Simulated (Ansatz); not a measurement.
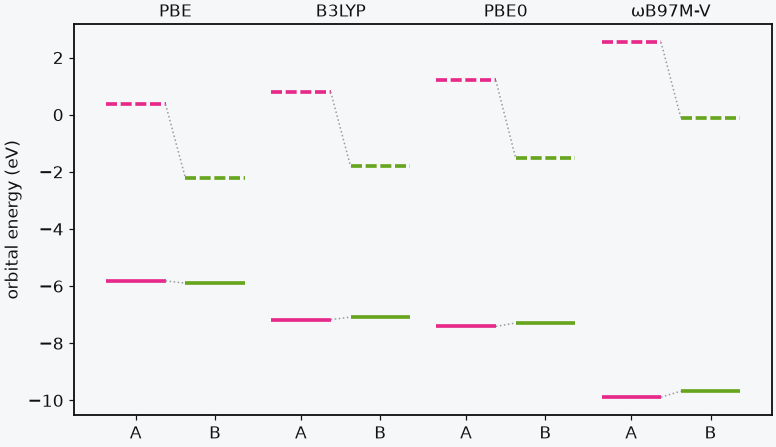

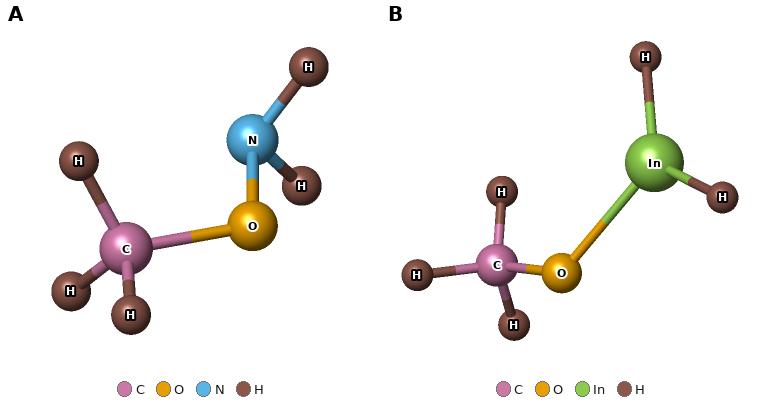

One change: A, CH₅NO (SMILES CON), becomes B, CH₅InO (SMILES C[O][InH2]). NH₂ on O is replaced by InH₂. HOMO (solid) and LUMO (dashed) computed in def2-TZVPP at PBE0-D4/def2-TZVP geometries, both minima by their frequencies, gas phase, the Ansatz code 0.2.0. Empty levels above zero depend strongly on the basis.

### What does the change do to HOMO and LUMO?

PBE: the HOMO falls by 0.08 eV, the LUMO falls by 2.58 eV, and the separation goes from 6.18 to 3.68 eV. B3LYP: the HOMO rises by 0.09 eV, the LUMO falls by 2.61 eV, and the separation goes from 7.97 to 5.28 eV. PBE0: the HOMO rises by 0.12 eV, the LUMO falls by 2.72 eV, and the separation goes from 8.61 to 5.77 eV. ωB97M-V: the HOMO rises by 0.21 eV, the LUMO falls by 2.65 eV, and the separation goes from 12.43 to 9.57 eV.

### Do the functionals agree on the effect?

Not on every direction; the HOMO shift lies between −0.08 and 0.21 eV and the LUMO shift between −2.72 and −2.58 eV, while the separations themselves differ by up to 6.2 eV between functionals.

Caveats: core potentials past krypton; spin-orbit coupling is left out, and with In it can shift these values.
